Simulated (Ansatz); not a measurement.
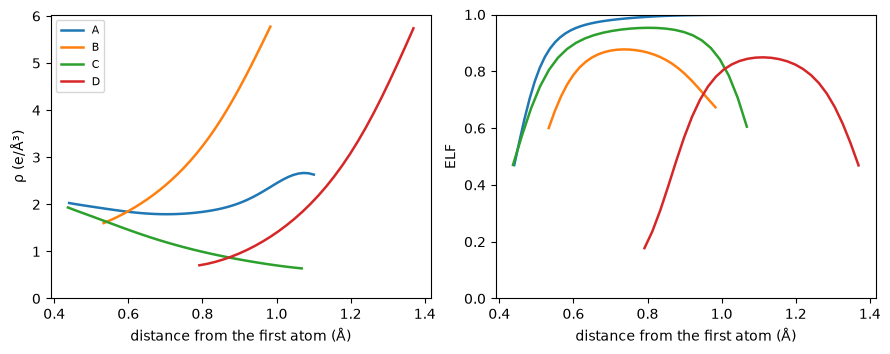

CH$_{6}$AlBO (SMILES B[O][AlH][CH3]). Total electron density and electron localisation function along straight lines between neighbouring atoms. The curves leave out the atomic cores.

Geometry: PBE0-D3(BJ)/def2-SVP.

Method: Ansatz 0.2.0, isolated molecule in a Gaussian basis; Kohn-Sham density functional theory, functional PBE0.

```yaml
atoms:
  - { symbol: C, position_ang: [-1.9327, 1.2470, -0.6521] }
  - { symbol: Al, position_ang: [-0.5999, -0.0741, -1.1509] }
  - { symbol: B, position_ang: [0.2813, -2.1345, 0.9113] }
  - { symbol: O, position_ang: [-0.1039, -1.2319, 0.0085] }
  - { symbol: H, position_ang: [-0.3142, -3.1928, 0.9987] }
  - { symbol: H, position_ang: [1.2237, -1.8925, 1.6430] }
  - { symbol: H, position_ang: [-1.5361, 2.2697, -0.7700] }
  - { symbol: H, position_ang: [-2.2719, 1.1320, 0.3888] }
  - { symbol: H, position_ang: [-2.8174, 1.1796, -1.3078] }
  - { symbol: H, position_ang: [0.0953, -0.1945, -2.5661] }
```

**Which curve belongs to which contact (Al–O, B–O, C–Al and C–H)? The first atom named is at distance zero.**

Curve A: C–H (1.10 Å): ρ at the midpoint is about 1.9 e/Å³; the ELF climbs to about 1 towards the hydrogen, as it does in any bond to H; a covalent bond by its length. Curve B: B–O (1.33 Å): the density is about 2.2 e/Å³ at the midpoint; the ELF peaks at about 0.90 between the atoms (a polar covalent bond). Curve C: C–Al (1.94 Å): ρ is about 0.74 e/Å³ halfway; the ELF peaks at about 0.95 between the atoms: a polar covalent bond. Curve D: Al–O (1.71 Å): ρ at the midpoint is about 0.83 e/Å³; the ELF peaks at about 0.85 in the valence shell of O, 0.6 Å from its nucleus, and is about 0.40 at the midpoint.
